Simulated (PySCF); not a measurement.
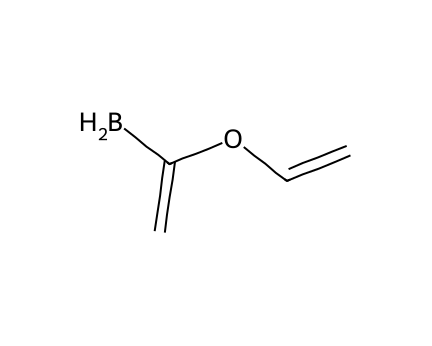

Skeletal drawing of a molecule.

Write the SMILES.

Answer. BC(=C)OC=C

What is the molecular formula?

Answer. C4H7BO.

An optimisation with PBE0-D3(BJ)/def2-SVP gave a structure of which point group?

Answer. C1. Other conformers may differ.

More results for the same structure follow; atom numbers are the same in all pictures, views and colours differ. The computed structure is the end point of a PBE0-D3(BJ)/def2-SVP optimisation. No frequency run is at hand to confirm it as a minimum.

**Geometry**

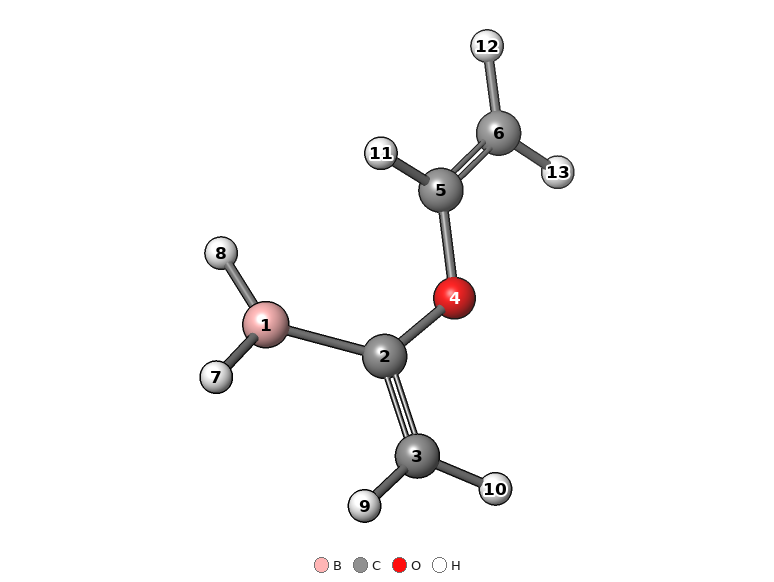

The atoms are numbered. No frequency run is at hand to confirm it as a minimum.

What is the geometry at B1?

Answer. B1 has 3 neighbours (C2 at 1.55, H7 at 1.21, H8 at 1.21 Å); the arrangement is trigonal planar.

Describe the coordination of atom 4.

Answer. O4 has 2 neighbours (C2 at 1.37, C5 at 1.35 Å); the arrangement is bent.

What is the geometry at C3?

Answer. C3 has 3 neighbours (C2 at 1.35, H9 at 1.09, H10 at 1.09 Å); the arrangement is trigonal planar.

How are the neighbours of atom 6 arranged?

Answer. C6 has 3 neighbours (C5 at 1.33, H12 at 1.09, H13 at 1.09 Å); the arrangement is trigonal planar.

What is the dihedral angle C2–O4–C5–C6?

Answer. 171° in size, that is anti.

**Spin–spin coupling**

No frequency run is at hand to confirm it as a minimum. Method: LDA/pcJ-1 indirect spin-spin coupling, non-relativistic, gas phase (PySCF 2.14.0). Isotopes: 11B, 13C, 1H, 17O.

Give the spin–spin coupling constants of these pairs, with the number of bonds between them: B1/C2, B1/H7, B1/O4, B1/C5.

```
  pair  bonds apart  J (Hz)
B1, C2            1    54.4
B1, H7            1   110.5
B1, O4            2     1.1
B1, C5            3     4.9
```

**Electronic properties**

No frequency run is at hand to confirm it as a minimum. Method: LDA/pcJ-1, gas phase (PySCF 2.14.0).

Give the HOMO energy (Kohn–Sham orbital) at this level.

Answer. −5.73 eV.

Give the dipole moment at this level.

Answer. 0.65 D.

Give the HOMO–LUMO gap at this level.

Answer. 2.22 eV.

**Quadrupole coupling**

No frequency run is at hand to confirm it as a minimum. Electric field gradients from the ground-state density, B97-2/pcJ-1 (PySCF 2.14.0), non-relativistic apart from any core potentials.

Give the largest field-gradient component, the quadrupole coupling constant and the asymmetry for 11B at B1 (Q = 40.59 mb), 17O at O4 (Q = −25.6 mb).

```json
{"atom": "B1", "V_zz (a.u.)": "0.533", "e²qQ/h (MHz)": "5.08", "η": "0.04"}
{"atom": "O4", "V_zz (a.u.)": "1.793", "e²qQ/h (MHz)": "−10.79", "η": "0.43"}
```
